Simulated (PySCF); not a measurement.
**C8H10, SMILES `C=CC1=CC=CC1C`: what the electrons do**

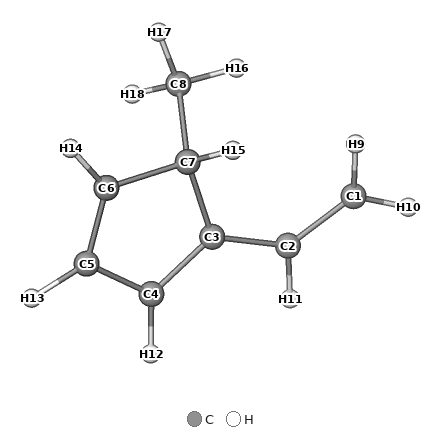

The molecule, with its atoms numbered as below. No frequency check shows the geometry to be a minimum.

Geometry (Å), atoms numbered from 1:

```
C1      -2.6524    0.0430    0.3061
C2      -1.6710    0.8268   -0.1376
C3      -0.2629    0.5628   -0.0221
C4       0.7361    1.4478   -0.2526
C5       2.0094    0.8271    0.0080
C6       1.8127   -0.4407    0.3955
C7       0.3474   -0.7530    0.3941
C8       0.0263   -1.8939   -0.5766
H9      -2.4627   -0.8842    0.8196
H10     -3.6868    0.3142    0.1833
H11     -1.9197    1.7669   -0.6162
H12      0.6174    2.4700   -0.5676
H13      2.9545    1.3304   -0.0965
H14      2.5604   -1.1711    0.6455
H15      0.0103   -1.0317    1.3974
H16     -1.0457   -2.0638   -0.6288
H17      0.5144   -2.8110   -0.2543
H18      0.3839   -1.6399   -1.5719
```

## 1. In an electric field

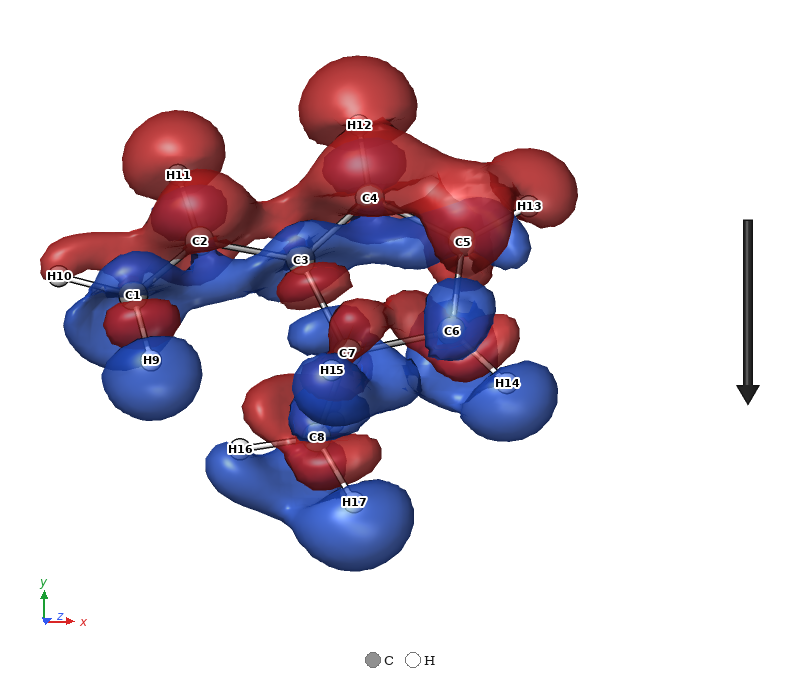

Change of the electron density in a uniform field of 0.21 V/Å along −y (arrow), surfaces at ±0.0015 e/Å³ (red: gain, blue: loss).

Method: r2SCAN/6-31+G*; geometry: GFN2-xTB; program: PySCF. The basis has diffuse s and p functions alone, which still leaves polarisabilities too small, most of all across bonds.

Q: What dipole is induced, and what polarisability does it imply?

A: The induced dipole is 0.96 D (along the field); α along this axis, from the fields in both directions, is 93 bohr³ (13.9 Å³).

Q: Which atoms gain and lose the most charge?

A: Electrons gather most on C4 (Hirshfeld charge changes by −0.010 e) and leave H17 most (+0.008 e); 0.084 electrons are displaced in all.

## 2. Removing or adding an electron

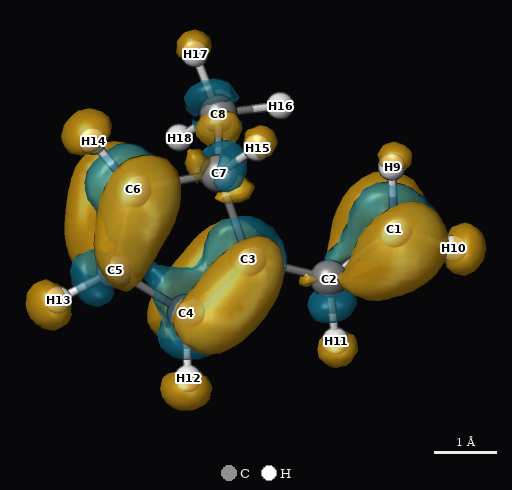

Fukui function f⁻ = ρ(N) − ρ(N−1) at fixed geometry, surfaces at ±0.02 e/Å³ (yellow positive, teal negative).

PySCF calculation, B3LYP/6-31+G*, gas phase; geometry: GFN2-xTB.

Q: Which atoms respond most to the removal of an electron?

A: f⁻ (Hirshfeld-condensed) is largest on C1 (0.15), C6 (0.13) and C4 (0.10); the vertical ionisation energy is 7.60 eV (the stability of the cation's solution wasn't checked). Condensed values hint at sites of electrophilic attack but needn't mark the atom that reacts. Shares this close don't rank the sites. Orbital relaxation makes it negative in places (0.23 e in all).

| atom | f⁻ | charge |
| --- | --- | --- |
| C1 | +0.15 | −0.10 |
| C2 | +0.06 | −0.05 |
| C3 | +0.09 | −0.02 |
| C4 | +0.10 | −0.05 |
| C5 | +0.09 | −0.06 |
| C6 | +0.13 | −0.05 |
| C7 | +0.02 | −0.03 |
| C8 | +0.02 | −0.08 |
| H9 | +0.04 | +0.04 |
| H10 | +0.05 | +0.04 |
| H11 | +0.03 | +0.05 |
| H12 | +0.05 | +0.05 |
| H13 | +0.04 | +0.05 |
| H14 | +0.05 | +0.05 |
| H15 | +0.03 | +0.05 |
| H16 | +0.02 | +0.03 |
| H17 | +0.03 | +0.04 |
| H18 | +0.01 | +0.04 |

## 3. Localised orbitals

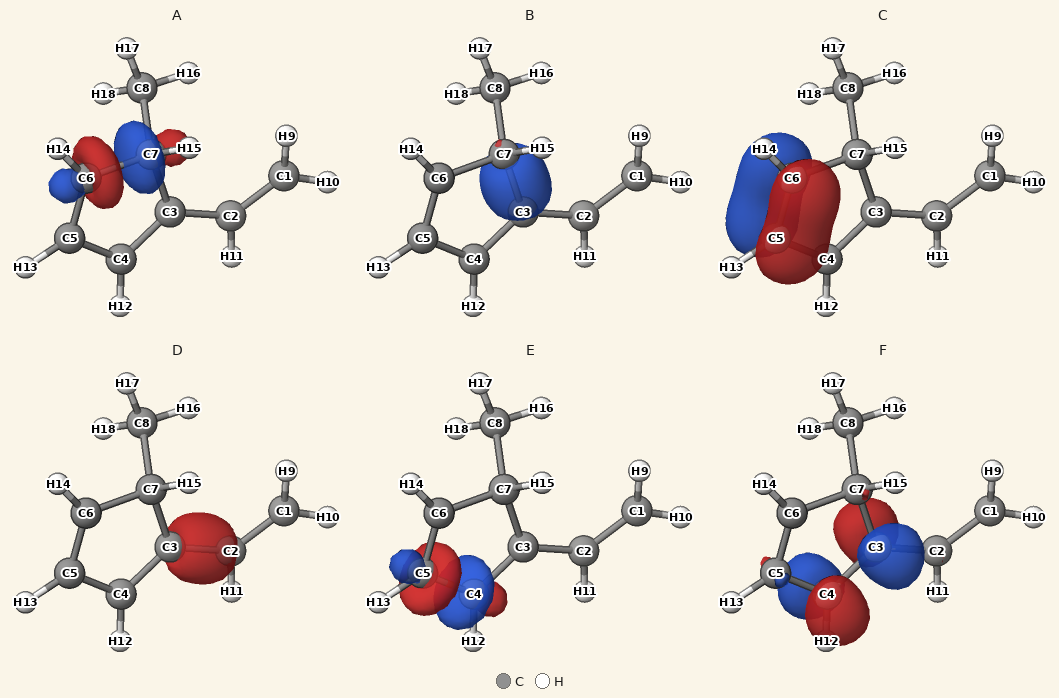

Intrinsic bond orbitals (IBO), occupied and valence-virtual; each surface holds about 70 % of the orbital's density. Energies are diagonal elements of the Fock matrix.

Level of theory: ωB97X/def2-SVP (PySCF), at a geometry from GFN2-xTB.

Q: Identify each orbital.

A: By panel:
- A: σ* orbital C6–C7 (C6 50 %, C7 49 %; 14.6 eV)
- B: σ bond C3–C7 (C3 49 %, C7 49 %; −17.4 eV)
- C: π bond C5–C6 (C5 48 %, C6 47 %; −10.3 eV)
- D: σ bond C3–C2 (C3 50 %, C2 49 %; −18.8 eV)
- E: σ* orbital C5–C4 (C5 50 %, C4 50 %; 16.4 eV)
- F: σ* orbital C3–C4 (C3 47 %, C4 45 %; 5.1 eV)

Q: Which has the smallest and which the largest spatial spread?

A: Smallest: D (0.78 Å); largest: F (1.31 Å).

The PySCF runs shown took 4 min, 2.9 min and 45 s on 1 thread of AMD EPYC (Zen 3) (shared host).
